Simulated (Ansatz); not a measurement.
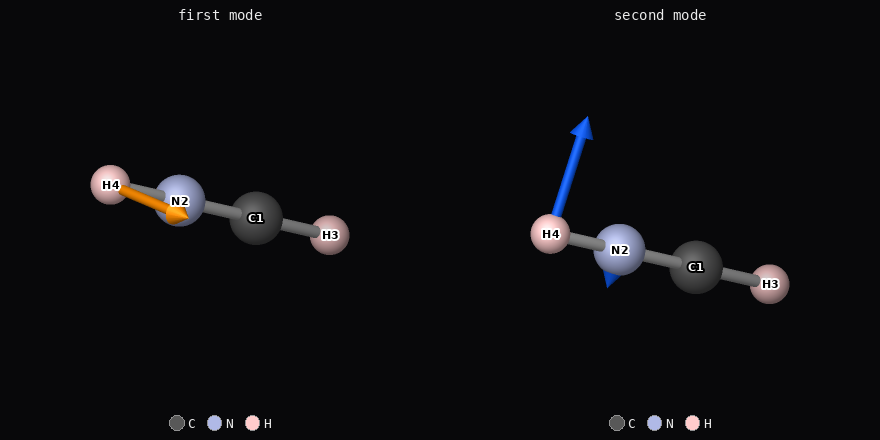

The system is CH₂N, SMILES C#[NH+], charge +1; the picture shows the reference structure; its two panels give the patterns of the first and the second mode as arrows. First axis: normal mode 1 (675 cm⁻¹). Second axis: normal mode 2 (675 cm⁻¹). Nothing is relaxed (straight displacements along the two mass-weighted modes). Grid: 15 × 15 points; 34 points were computed and 191 follow by symmetry. Points are written as (first, second). All energies are given in eV relative to the lowest grid point. Level of theory: RKS B3LYP-D4/def2-TZVP (Ansatz 0.2.0).

Its coordinates:

```
atom    x (Å)    y (Å)    z (Å)
   C  -0.3690  -0.2813   0.2923
   N   0.3910   0.2981  -0.3098
   H  -1.0967  -0.8359   0.8687
   H   1.0746   0.8191  -0.8513
```

Range: normal mode 1 (675 cm⁻¹) from −0.529 to 0.529 amu½·Å; normal mode 2 (675 cm⁻¹) from −0.529 to 0.529 amu½·Å.

Question: What landscape does the calculation give?

Answer: The lowest grid point is at (0.000 amu½·Å, 0.000 amu½·Å). No other kind of well shows on this grid. The highest grid point, (−0.529 amu½·Å, −0.529 amu½·Å), lies 1.05 eV above the lowest.

| normal mode 2 (675 cm⁻¹) ↓, normal mode 1 (675 cm⁻¹) → | −0.529 | −0.453 | −0.378 | −0.302 | −0.227 | −0.151 | −0.076 | 0.000 | 0.076 | 0.151 | 0.227 | 0.302 | 0.378 | 0.453 | 0.529 |
| --- | --- | --- | --- | --- | --- | --- | --- | --- | --- | --- | --- | --- | --- | --- | --- |
| 0.529 | 1.05 | 0.89 | 0.75 | 0.63 | 0.55 | 0.49 | 0.45 | 0.44 | 0.45 | 0.49 | 0.55 | 0.63 | 0.75 | 0.89 | 1.05 |
| 0.453 | 0.89 | 0.72 | 0.59 | 0.48 | 0.40 | 0.34 | 0.31 | 0.30 | 0.31 | 0.34 | 0.40 | 0.48 | 0.59 | 0.72 | 0.89 |
| 0.378 | 0.75 | 0.59 | 0.45 | 0.35 | 0.27 | 0.22 | 0.19 | 0.18 | 0.19 | 0.22 | 0.27 | 0.35 | 0.45 | 0.59 | 0.75 |
| 0.302 | 0.63 | 0.48 | 0.35 | 0.25 | 0.18 | 0.14 | 0.11 | 0.11 | 0.11 | 0.14 | 0.18 | 0.25 | 0.35 | 0.48 | 0.63 |
| 0.227 | 0.55 | 0.40 | 0.27 | 0.18 | 0.12 | 0.08 | 0.06 | 0.05 | 0.06 | 0.08 | 0.12 | 0.18 | 0.27 | 0.40 | 0.55 |
| 0.151 | 0.49 | 0.34 | 0.22 | 0.14 | 0.08 | 0.05 | 0.03 | 0.02 | 0.03 | 0.05 | 0.08 | 0.14 | 0.22 | 0.34 | 0.49 |
| 0.076 | 0.45 | 0.31 | 0.19 | 0.11 | 0.06 | 0.03 | 0.01 | 0.00 | 0.01 | 0.03 | 0.06 | 0.11 | 0.19 | 0.31 | 0.45 |
| 0.000 | 0.44 | 0.30 | 0.18 | 0.11 | 0.05 | 0.02 | 0.00 | 0.00 | 0.00 | 0.02 | 0.05 | 0.11 | 0.18 | 0.30 | 0.44 |
| −0.076 | 0.45 | 0.31 | 0.19 | 0.11 | 0.06 | 0.03 | 0.01 | 0.00 | 0.01 | 0.03 | 0.06 | 0.11 | 0.19 | 0.31 | 0.45 |
| −0.151 | 0.49 | 0.34 | 0.22 | 0.14 | 0.08 | 0.05 | 0.03 | 0.02 | 0.03 | 0.05 | 0.08 | 0.14 | 0.22 | 0.34 | 0.49 |
| −0.227 | 0.55 | 0.40 | 0.27 | 0.18 | 0.12 | 0.08 | 0.06 | 0.05 | 0.06 | 0.08 | 0.12 | 0.18 | 0.27 | 0.40 | 0.55 |
| −0.302 | 0.63 | 0.48 | 0.35 | 0.25 | 0.18 | 0.14 | 0.11 | 0.11 | 0.11 | 0.14 | 0.18 | 0.25 | 0.35 | 0.48 | 0.63 |
| −0.378 | 0.75 | 0.59 | 0.45 | 0.35 | 0.27 | 0.22 | 0.19 | 0.18 | 0.19 | 0.22 | 0.27 | 0.35 | 0.45 | 0.59 | 0.75 |
| −0.453 | 0.89 | 0.72 | 0.59 | 0.48 | 0.40 | 0.34 | 0.31 | 0.30 | 0.31 | 0.34 | 0.40 | 0.48 | 0.59 | 0.72 | 0.89 |
| −0.529 | 1.05 | 0.89 | 0.75 | 0.63 | 0.55 | 0.49 | 0.45 | 0.44 | 0.45 | 0.49 | 0.55 | 0.63 | 0.75 | 0.89 | 1.05 |

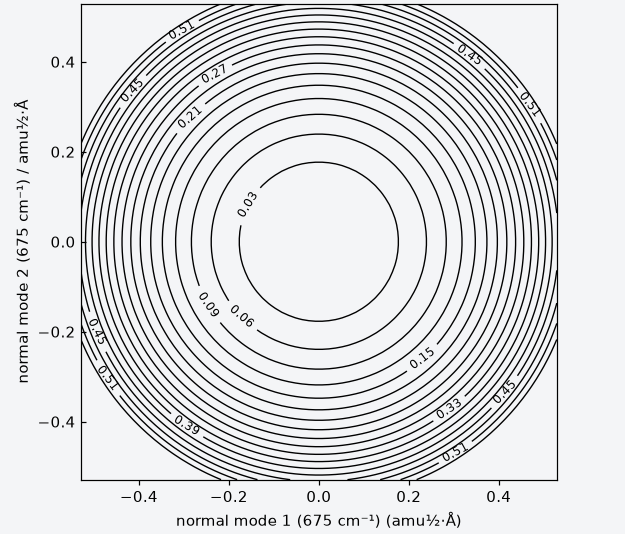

In the figure: contour lines labelled in eV (none above 0.54). Between grid points the surface is interpolated.

Each point was launched as `ansatz run input.yaml --threads 1 --pin off --max-ram 2560MiB --backend cpu --events-out ev --progress --plain --runs-dir out`. The whole map (34 points run) took 40 s on 1 thread of Intel(R) Xeon(R) CPU @ 2.60GHz (Ice Lake), with other jobs on the host.
